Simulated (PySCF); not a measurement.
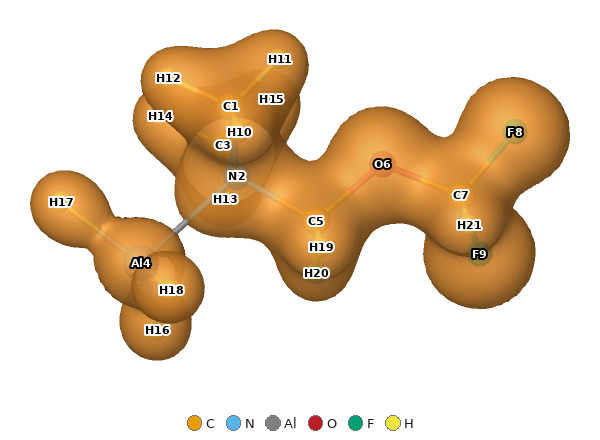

The picture shows: C₄H₁₂AlF₂NO (SMILES C[N+](C)([AlH3-])COC(F)F). Isosurface of the electron density at 0.4 e/Å³ (orange), seen at a tilt.

Geometry: PBE0-D3(BJ)/def2-SVP.

Theory: PySCF 2.14.0, PBE0/pcSseg-1, SCF density, gas phase, non-relativistic.

```xyz
21

C    -1.0083    1.3051   -0.5462
N    -0.6636   -0.0474   -0.0766
C    -0.8626   -1.0432   -1.1445
Al   -1.9482   -0.5318    1.5083
C     0.6870   -0.0992    0.4463
O     1.5901    0.2507   -0.5764
C     2.8856    0.3727   -0.1944
F     3.5596    0.8572   -1.2315
F     3.3991   -0.8342    0.1192
H    -0.8840    2.0171    0.2814
H    -0.3666    1.6026   -1.3889
H    -2.0611    1.3131   -0.8565
H    -0.6376   -2.0435   -0.7507
H    -1.9146   -1.0193   -1.4576
H    -0.2106   -0.8303   -2.0050
H    -1.4279   -2.0208    1.8158
H    -3.3544   -0.3639    0.7542
H    -1.5099    0.6188    2.5441
H     0.7627    0.6056    1.2941
H     0.8838   -1.1206    0.8100
H     3.0160    1.0354    0.6839
```

What does this surface tell about the bonding?

Answer. At this value the surface falls into two separate pieces. It bridges the sampled C–F (1.33 Å), C–O (1.36 Å) and C–N (1.45 Å) contacts, where the density stays above the isovalue. It is pinched off along the sampled Al–N (2.10 Å) contacts. On the grid the lowest density along these lines, outside the cores, is 1.9 e/Å³ (C–F, 1.33 Å), 2.1 e/Å³ (C–O, 1.36 Å), 1.9 e/Å³ (C–N, 1.45 Å) and 0.33 e/Å³ (Al–N, 2.10 Å).
